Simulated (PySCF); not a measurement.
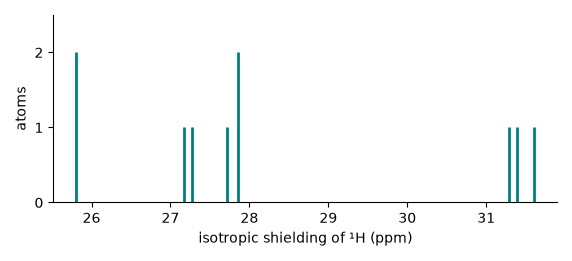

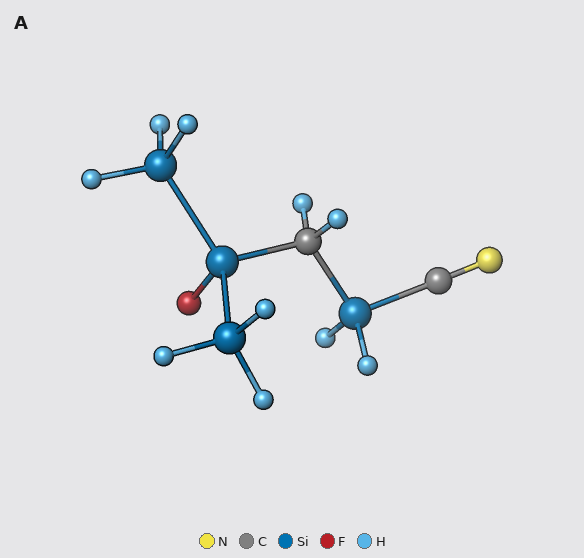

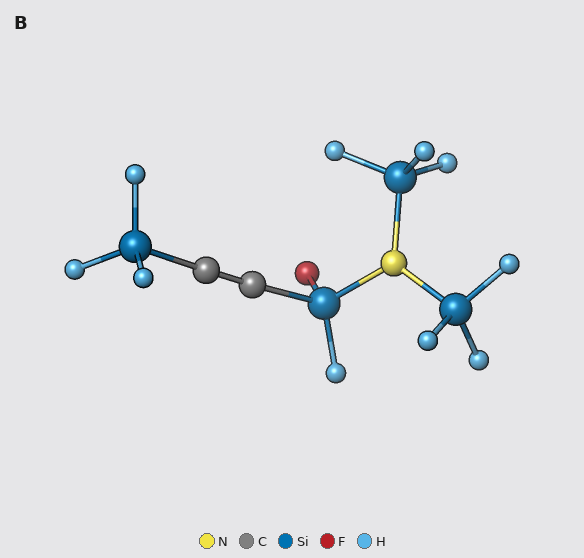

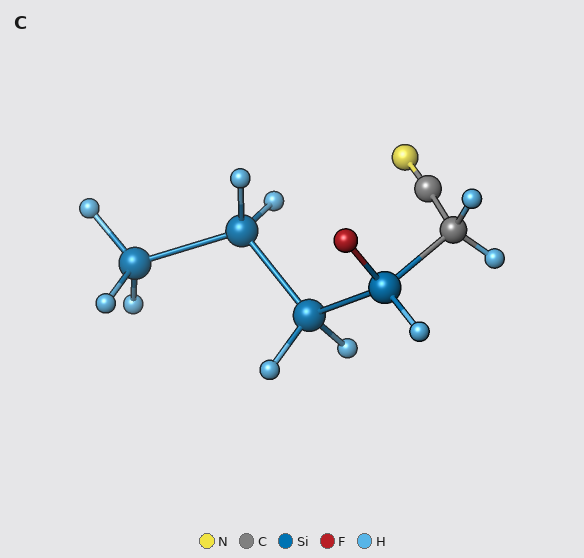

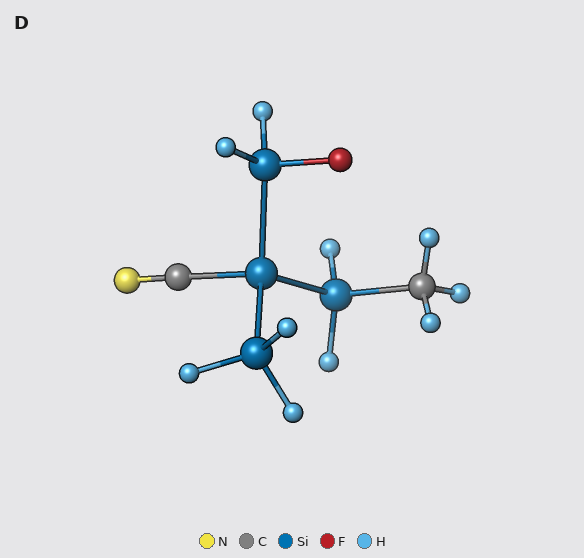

The sticks are computed shieldings of one of the molecules, for one fixed geometry (GFN2-xTB) without averaging over rotations. Low shielding means a high chemical shift. Method: GIAO PBE0/pcSseg-1 NMR shielding, non-relativistic, gas phase (PySCF 2.14.0).

Match the spectrum to a structure.

Answer. D, `C[SiH2][Si@]([SiH3])(C#N)[SiH2]F`. Its 10 H atoms give lines at 25.80 (2 atoms), 27.17, 27.27, 27.72, 27.85 (2 atoms), 31.28, 31.40, 31.61 ppm.

The geometry is semi-empirical. Around Si such bond lengths and angles can be off by a tenth of an ångström or more and by several degrees, and values that hang on the shape move with them.
